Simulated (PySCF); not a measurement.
# H12O6Rh ([Rh(H2O)6]3+): the cost of one run

Computed with PySCF 2.14.0 and routines of our own; the level stands in each step. Atoms count from 0.

## 1. The system as given

19 atoms, charge 3, multiplicity 1; geometry from: GFN2-xTB.

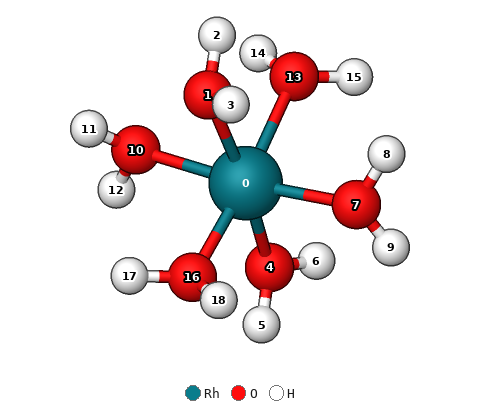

The starting geometry (rhodium blue, oxygen red, hydrogen white); sticks join atoms by distance alone.

## 2. Optimising the geometry at PBE0-D3(BJ)/def2-SVP

The job: settings as JSON, then the geometry in Å.

```
{"job": {"xc": "PBE0", "basis": "def2-SVP", "d3": "d3bj", "grid": 1, "maxiter": 30, "shake": 0.03, "kind": "geom"}, "charge": 3, "multiplicity": 1}
Rh     0.042580    -0.082750     0.022140
O     -0.072060     0.088050     2.032970
H     -0.260930     0.978750     2.392730
H      0.743310    -0.318250     2.552140
O     -0.151670    -0.196840    -2.061170
H      0.017450    -1.030980    -2.436480
H      0.146430     0.504130    -2.660970
O      2.081210    -0.012290     0.047560
H      2.497070     0.646820     0.660730
H      2.549700    -0.160630    -0.716230
O     -2.076940     0.049140     0.023730
H     -2.533290    -0.253730     0.789340
H     -2.588090    -0.216740    -0.836260
O     -0.176730     2.043230     0.052280
H     -1.045060     2.357770    -0.024510
H      0.435780     2.640760    -0.500610
O      0.077980    -2.014710     0.010250
H     -0.659700    -2.544530     0.463400
H      0.910190    -2.483760     0.273550
```

Started as:

```
> OMP_NUM_THREADS=1 python heavy_run.py task.json out
```

One launch serves the whole session: the jobs run in the order shown.

**Question.** How long does this first job take on 1 thread of Intel Xeon 6975P-C, shared host, and how much memory does it need?

About 4.8 min, with a peak of 0.76 GiB.
